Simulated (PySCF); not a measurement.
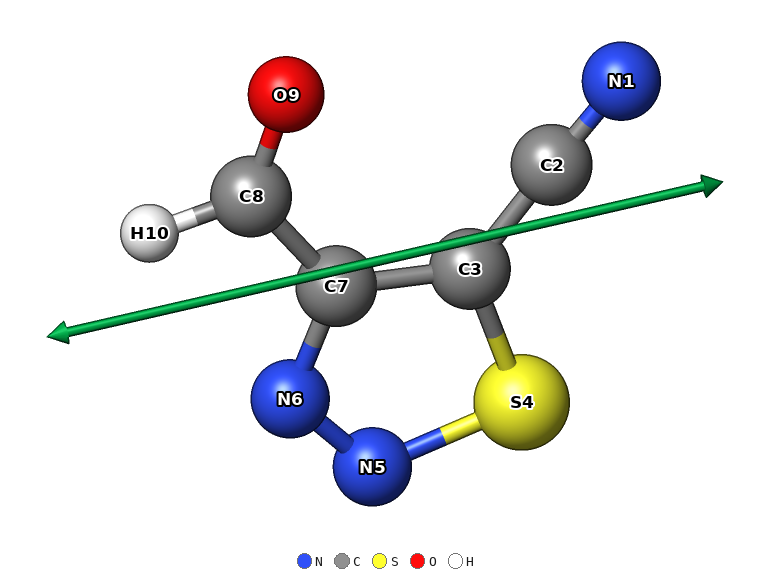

The double arrow shows the direction of the transition dipole to excited singlet state 4 (its length means nothing). The geometry was computed by an optimisation with GFN2-xTB. No frequency run is at hand to confirm it as a minimum. Method: TDDFT B3LYP/def2-SVPD, vertical, gas phase, core orbitals frozen in the response (PySCF 2.14.0).

How is the transition polarised?

In the molecular plane, nearly parallel to the C3–C7 bond.

Where does the transition lie, and how strong is it?

4.68 eV (265 nm), oscillator strength 0.11, mainly HOMO−2 → LUMO (weight 0.93); transition dipole 2.52 D.
